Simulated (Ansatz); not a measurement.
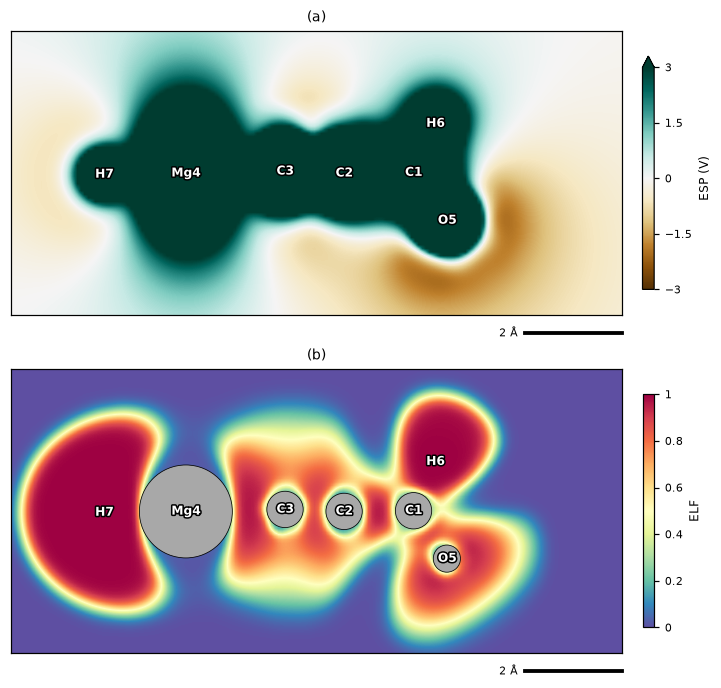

C$_{3}$H$_{2}$MgO (SMILES O=CC#[C][MgH]). (a) molecular electrostatic potential; (b) ELF on the molecular plane. Grey discs cover the atomic cores in the ELF map.

Geometry: PBE0-D3(BJ)/pcseg-1.

Computed with Ansatz, isolated molecule in a Gaussian basis; Kohn-Sham density functional theory, functional PBE0.

```xyz
7

C    -0.2783    0.4297   -0.8671
C     0.8280    1.0460   -0.1809
C     1.7707    1.5293    0.4360
Mg    3.3498    2.4265    1.4020
O    -0.8398    0.9100   -1.8250
H    -0.5931   -0.5491   -0.4446
H     4.6517    3.1578    2.2050
```

Interpret the plot.

- Atoms in the plane: C, Mg, O and H.
- C–O (1.21 Å): the ELF peaks at about 0.85 between the atoms; a multiple bond.
- C–C (1.23 Å): the ELF peaks at about 0.85 between the atoms; a multiple bond.
- C–Mg (2.06 Å): the ELF peaks at about 0.95 in the valence shell of C, 0.8 Å from its nucleus, and is about 0.70 at the midpoint.
- C–H (1.11 Å): the ELF climbs to about 1 towards the hydrogen, as it does in any bond to H (an ordinary covalent bond to hydrogen).
- Mg–H (1.70 Å): the ELF climbs to about 1 towards the hydrogen.
- The ELF also peaks beside O5, away from the bonds: lone-pair regions.
- Outside the dense part of the molecule the potential is most negative (−2.0 V) near O5.
